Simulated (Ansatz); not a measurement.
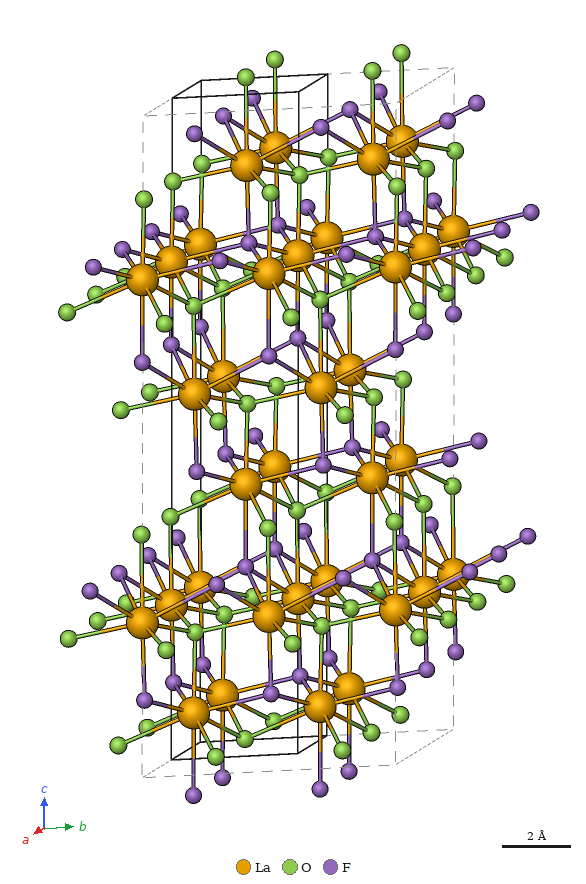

The figure gives a ball-and-stick picture of the atoms, viewed slightly off an axis. Solid lines give the drawn cell (a repeat of the simulation cell), repeated here 2×2×1 times. Some neighbours outside the box are added.

Edges and angles: a = 3.894 Å, b = 3.941 Å, c = 19.830 Å, α = 89.43°, β = 90.37°, γ = 120.24°.

The bonds drawn are F–La up to 2.94 Å, La–O up to 2.93 Å (cut-off distances).

The composition is LaOF.

**How many neighbours does La have, and of what kind?**

Four O and four F in a distorted cubic arrangement (about 2.3 to 2.6 Å to O, 2.2 to 2.6 Å to F).

**What surrounds each O atom?**

Each O has four La in a distorted tetrahedral arrangement at about 2.3 to 2.6 Å.

**What kind of network do the bonds form?**

The bonds build a three-dimensional framework.

Shown is a known structure type with an atom taken out, added or moved, with the atoms shaken, as it stood before any relaxation. It was the input of a calculation with Ansatz.

At this level of theory the cell isn't at rest (compressed, at 27 GPa and forces up to 4.5 eV/Å), so its distances can differ from those at equilibrium, the more so the softer the solid.
